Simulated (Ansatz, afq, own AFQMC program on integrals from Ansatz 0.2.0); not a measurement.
# GeNH (triplet): AFQMC on the coupled-cluster ladder at distance Ge1–N2 = 2.101 Å, cc-pVDZ, part 2 of 2

Ansatz 0.2.0, Gaussian basis, and an in-house AFQMC program (afq) on its integrals; all values are calculated; cc-pVDZ, frozen cores. Earlier steps stand in the parts before.

### Step 9. CCSDT(Q) on UHF

Contents of in.yaml:

```yaml
crystal:
  periodic: [false, false, false]
  atoms:
    - {symbol: Ge, position_ang: [0.000000, -0.030338, 0.333939]}
    - {symbol: N, position_ang: [0.000000, 0.044721, -1.765720]}
    - {symbol: H, position_ang: [0.000000, 1.564955, 0.470843]}
basis:
  gaussian: {orbitals: cc-pVDZ}
magnetization: {spin_polarized: true, initial_magnetization: 2}
correlation: {method: ccsdt_q, electrons: outside_noble_gas}
```

On the command line:

```console
ansatz run in.yaml --threads 1 --pin off --events-out ev --progress --plain --max-ram 1382MiB
```

The program printed (excerpt; [...] marks lines left out):

```text
Functional definition: HF
  name "HF"
  cite "Fock, Z. Phys. 61, 126 (1930) doi:10.1007/BF01340294"
  parent pbe
[...]
887 factors; integrals over basis functions are off by at most 1.4e-7 eV
[...]
mean field -57967.38234701 eV, -2130.2620095497 hartree, gradient 2.9e-6 eV, S^2 2.262957; 19 other end points of the search recorded, 0 dependent functions left out
determinant -57967.38234701 eV, -2130.2620095497 hartree, with singles and doubles -57973.02002759 eV, -2130.4691904896 hartree
determinant -57967.05817509 eV, -2130.2500964513 hartree, with singles and doubles -57972.43415466 eV, -2130.4476600566 hartree
determinant -57965.79659200 eV, -2130.2037341280 hartree, with singles and doubles -57971.92392853 eV, -2130.4289095921 hartree
determinant -57965.77099781 eV, -2130.2027935588 hartree, with singles and doubles -57972.14755881 eV, -2130.4371278535 hartree
[...]
determinant -57967.36342098 eV, -2130.2613140308 hartree, with singles and doubles -57973.04884202 eV, -2130.4702494002 hartree
determinant -57967.38234701 eV, -2130.2620095497 hartree, with singles and doubles -57973.04771705 eV, -2130.4702080584 hartree
determinant -57967.36342098 eV, -2130.2613140308 hartree, with singles and doubles -57973.05258072 eV, -2130.4703867952 hartree
[...]
15 core orbitals not correlated: weight in the atoms' cores, before any rotation towards them, 0.999 or more for the frozen orbitals, at most 0.001 for the correlated occupied ones
reference -57967.36342098 eV, -2130.2613140308 hartree; 6, 4 occupied and 25, 27 virtual orbitals, 887 factors
second order -4.60589964 eV of doubles, -0.00000000 eV of singles
cycle   1  -5.29738734 eV  change   -6.9e-1 eV  update   8.6e-2
[...]
cycle  26  -5.88310660 eV  change   -1.1e-6 eV  update   1.2e-6
perturbative correction -0.01382070 eV, -0.0005079015 hartree
Total energy: -57973.26034828 eV, -2130.4780221122 hartree
```

Wall time 18 s (1 thread of Intel Xeon 6975P-C (Granite Rapids), shared host).

From the report: ⟨S²⟩ of the determinant 2.080 (pure triplet: 2.00); correlation -5.8969 eV; T1 0.034; largest double amplitude 0.06.

### Step 10. Phaseless AFQMC, CISD trial on UHF

It reads the integrals that the CCSD(T) run on this determinant wrote.

On the command line:

```console
afq ham --method phaseless --trial cisd --walkers 60 --populations 1 --least-time 40 --time-step 0.005 --steps-per-block 50 --equilibration-blocks 28 --max-blocks 300 --target-error 0.00038 --factor-cut 1e-05 --start spin_pure --seed 1438 --release-times 0.24,0.51,0.99,1.62,2.4 --release-step 0.03 --release-every 4 --taylor-order 6
```

The program printed:

```text
orbitals 31  electrons 6 4  factors 232 of 508
reference energy -2130.26131005 Eh
CCSD correlation -0.20907283 Eh in 17 cycles, weight of the determinant in the CISD state 0.8675
energy of the start -2130.467914 Eh
 block  time / (1/Eh)  mean weight  energy / Eh
     1     0.250  1.0009  -2130.467039
     2     0.500  1.0011  -2130.468519
     3     0.750  1.0006  -2130.470242
     4     1.000  1.0016  -2130.471718
     5     1.250  1.0004  -2130.471206
     6     1.500  0.9984  -2130.472078
     7     1.750  0.9999  -2130.473065
     8     2.000  1.0006  -2130.472338
     9     2.250  1.0008  -2130.475325
    10     2.500  0.9996  -2130.476656
    17     4.250  1.0005  -2130.479569
    25     6.250  0.9998  -2130.480216
    33     8.250  1.0006  -2130.479548
    41    10.250  1.0003  -2130.475088
    49    12.250  0.9998  -2130.483272
    57    14.250  0.9985  -2130.477483
    65    16.250  0.9956  -2130.479564
    73    18.250  1.0017  -2130.476392
    81    20.250  1.0014  -2130.481399
    89    22.250  1.0008  -2130.476247
    97    24.250  0.9981  -2130.474999
   105    26.250  1.0028  -2130.479561
   113    28.250  1.0010  -2130.478660
   121    30.250  0.9974  -2130.480148
   129    32.250  0.9980  -2130.473074
   137    34.250  0.9987  -2130.474471
   145    36.250  0.9990  -2130.481304
   153    38.250  1.0007  -2130.477573
   161    40.250  1.0011  -2130.482088
   169    42.250  1.0010  -2130.480472
   177    44.250  1.0004  -2130.476181
   185    46.250  0.9986  -2130.481461
   193    48.250  1.0003  -2130.488617
   201    50.250  0.9991  -2130.471354
   209    52.250  1.0002  -2130.474156
   217    54.250  0.9988  -2130.475570
   225    56.250  1.0012  -2130.476023
   233    58.250  0.9980  -2130.473206
   241    60.250  0.9953  -2130.477999
   249    62.250  1.0017  -2130.477399
   257    64.250  1.0027  -2130.470725
   265    66.250  0.9983  -2130.481112
   273    68.250  1.0012  -2130.477288
   281    70.250  1.0005  -2130.471292
   289    72.250  1.0005  -2130.473124
   297    74.250  1.0018  -2130.474480
   305    76.250  0.9994  -2130.471202
   313    78.250  0.9996  -2130.468984
   321    80.250  0.9999  -2130.473596
blocks merged  error / Eh  count
     1  0.000244  300
     2  0.000300  150
     4  0.000370  75
     8  0.000453  37
    16  0.000516  18
    32  0.000582  9
released: time / (1/Eh)  energy / Eh  error  mean overlap
  0.24  -2130.477840  0.000472  0.9941
  0.51  -2130.478242  0.000474  0.9883
  0.99  -2130.478293  0.000414  0.9959
  1.62  -2130.478387  0.000480  0.9901
  2.40  -2130.478513  0.000705  0.9850
energy -2130.477504 +/- 0.000516 Eh
```

Wall time 3.2 min (1 thread of Intel Xeon 6975P-C (Granite Rapids), shared host).

Energy -57973.2462 ± 0.0141 eV. Caveats: constraint bias not in the error.

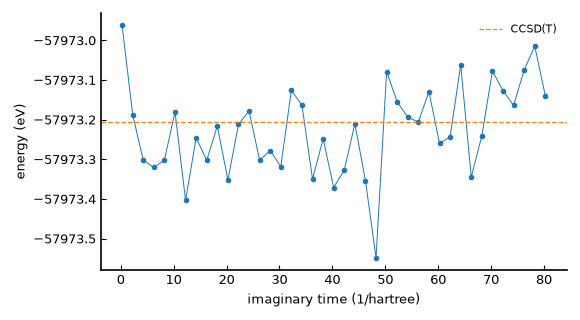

Block energies along the walk.

### Step 11. Phaseless AFQMC, single-determinant trial on UHF

It reads the integrals that the CCSD(T) run on this determinant wrote.

On the command line:

```console
afq ham --method phaseless --trial hf --walkers 120 --populations 1 --least-time 40 --time-step 0.005 --steps-per-block 20 --equilibration-blocks 112 --max-blocks 600 --target-error 0.00114 --factor-cut 1e-05 --start spin_pure --seed 7898 --taylor-order 6
```

The program printed:

```text
orbitals 31  electrons 6 4  factors 232 of 508
reference energy -2130.26131005 Eh
CCSD correlation -0.20907283 Eh in 17 cycles, weight of the determinant in the CISD state 0.8675
energy of the start -2130.263581 Eh
 block  time / (1/Eh)  mean weight  energy / Eh
     1     0.100  1.0000  -2130.307606
     2     0.200  1.0009  -2130.336870
     3     0.300  1.0016  -2130.356212
     4     0.400  1.0014  -2130.374428
     5     0.500  1.0000  -2130.394462
     6     0.600  1.0006  -2130.416361
     7     0.700  1.0015  -2130.415825
     8     0.800  1.0003  -2130.425587
     9     0.900  0.9977  -2130.433615
    10     1.000  1.0012  -2130.431294
    18     1.800  0.9994  -2130.460786
    35     3.500  0.9990  -2130.456500
    52     5.200  1.0019  -2130.463724
    69     6.900  0.9990  -2130.463341
    86     8.600  1.0011  -2130.482771
   103    10.300  0.9998  -2130.488241
   120    12.000  1.0006  -2130.485235
   137    13.700  1.0001  -2130.467114
   154    15.400  0.9991  -2130.479566
   171    17.100  1.0005  -2130.502359
   188    18.800  0.9997  -2130.465189
   205    20.500  1.0014  -2130.449746
   222    22.200  0.9984  -2130.469475
   239    23.900  1.0004  -2130.516778
   256    25.600  0.9990  -2130.472902
   273    27.300  1.0013  -2130.452617
   290    29.000  1.0032  -2130.464579
   307    30.700  1.0008  -2130.468996
   324    32.400  0.9998  -2130.472903
   341    34.100  1.0010  -2130.463609
   358    35.800  0.9976  -2130.466256
   375    37.500  0.9996  -2130.493406
   392    39.200  0.9986  -2130.477049
   409    40.900  1.0007  -2130.462375
   426    42.600  0.9959  -2130.473054
   443    44.300  0.9995  -2130.478610
   460    46.000  0.9988  -2130.483825
   477    47.700  1.0004  -2130.467430
   494    49.400  0.9986  -2130.482237
   511    51.100  0.9992  -2130.456817
   528    52.800  0.9979  -2130.458207
   545    54.500  0.9992  -2130.479142
   562    56.200  0.9991  -2130.465544
   579    57.900  1.0003  -2130.467565
   596    59.600  0.9995  -2130.471357
   613    61.300  0.9999  -2130.471390
   630    63.000  0.9986  -2130.487603
   647    64.700  1.0007  -2130.469503
   664    66.400  1.0002  -2130.484401
   681    68.100  1.0018  -2130.475228
   698    69.800  0.9992  -2130.477606
blocks merged  error / Eh  count
     1  0.000642  600
     2  0.000847  300
     4  0.001068  150
     8  0.001250  75
    16  0.001374  37
    32  0.001656  18
    64  0.001226  9
energy -2130.476233 +/- 0.001656 Eh
```

Run time: 1.9 min. Hardware: 1 thread of Intel Xeon 6975P-C (Granite Rapids), shared host.

Energy -57973.2117 ± 0.0451 eV. Caveats: constraint bias not in the error.

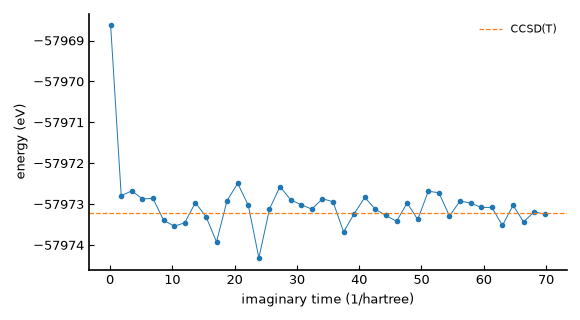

Block energies along the walk.

### Step 12. Free-projection AFQMC, CISD trial on UHF

It reads the integrals that the CCSD(T) run on this determinant wrote.

On the command line:

```console
afq ham --method free --trial cisd --walkers 60 --time-step 0.03 --max-blocks 80 --target-error 0.00038 --factor-cut 1e-05 --seed 2966 --times 0,0.21,0.42,0.81,1.2,1.8,2.4,3 --taylor-order 8
```

The program printed:

```text
orbitals 31  electrons 6 4  factors 232 of 508
reference energy -2130.26131005 Eh
CCSD correlation -0.20907283 Eh in 17 cycles, weight of the determinant in the CISD state 0.8675
repeat  energy at the last time / Eh  error
    10  -2130.478256  0.001488
    20  -2130.478283  0.000798
    30  -2130.477321  0.000590
    40  -2130.477506  0.000549
    50  -2130.477278  0.000481
    60  -2130.477183  0.000429
    70  -2130.477079  0.000402
    80  -2130.477119  0.000375
time / (1/Eh)  energy / Eh  error  mean overlap
  0.00  -2130.470321  0.000155  1.1518
  0.21  -2130.473179  0.000194  1.1564
  0.42  -2130.474780  0.000199  1.1549
  0.81  -2130.476056  0.000228  1.1509
  1.20  -2130.476329  0.000251  1.1668
  1.80  -2130.477535  0.000342  1.1463
  2.40  -2130.477445  0.000358  1.1602
  3.00  -2130.477119  0.000375  1.1893
energy -2130.477119 +/- 0.000375 Eh
```

Wall time 1.9 min (1 thread of Intel Xeon 6975P-C (Granite Rapids), shared host).

Energy -57973.2358 ± 0.0102 eV. Caveats: remainder of the start not in the error.

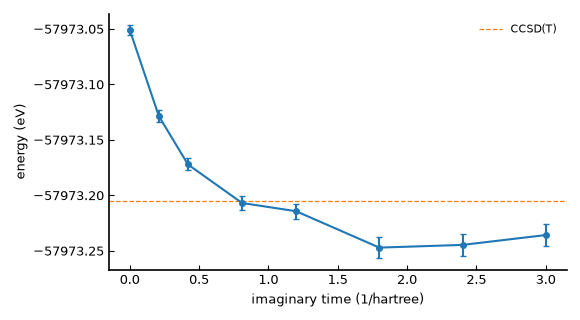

Energy against projection time, with error bars.

### Step 13. All levels side by side

On the UHF determinant, counted from CCSDT(Q) (a yardstick, not exact):

| level | energy (eV) | from CCSDT(Q) (kcal/mol) | statistical error (kcal/mol) | time |
| --- | --- | --- | --- | --- |
| HF | -57967.3633 | +135.99 |  |  |
| MP2 | -57971.9692 | +29.77 |  |  |
| CCSD | -57973.0525 | +4.79 |  |  |
| CCSD(T) | -57973.2050 | +1.28 |  |  |
| CCSDT(Q) | -57973.2603 | 0.00 |  |  |
| Phaseless AFQMC, CISD trial, step 0.005, 60 walkers | -57973.2462 | +0.33 | 0.32 | 3.2 min |
| Phaseless AFQMC, single-determinant trial, step 0.005, 120 walkers | -57973.2117 | +1.12 | 1.04 | 1.9 min |
| Free-projection AFQMC, CISD trial, step 0.03, 60 walkers | -57973.2358 | +0.57 | 0.24 | 1.9 min |

The functionals' totals stand on their own zeros and serve differences with other points: PBE -58008.751 eV; r2SCAN -58017.923 eV; PBE0 -58010.188 eV; B3LYP -58020.447 eV; wB97M-V -58015.401 eV; B2PLYP -58006.323 eV.

### Step 14. Results

The summary covers parts 1 to 2.

```
                                                      quantity                  value
                                  CCSD(T) on UHF from CCSDT(Q)         +1.28 kcal/mol
              Phaseless AFQMC, CISD trial on UHF from CCSDT(Q)  +0.33 ± 0.32 kcal/mol
Phaseless AFQMC, single-determinant trial on UHF from CCSDT(Q)  +1.12 ± 1.04 kcal/mol
        Free-projection AFQMC, CISD trial on UHF from CCSDT(Q)  +0.57 ± 0.24 kcal/mol
```

In words: On UHF the phaseless walk with the CISD trial lies +0.33 kcal/mol from CCSDT(Q), within three error bars. Free projection has no constraint; at the last time it gives +0.57 ± 0.24 kcal/mol, and from a start that isn't spin pure other spins can mix in. Error bars are statistical and leave out the constraint, the time step and what remains of the start.
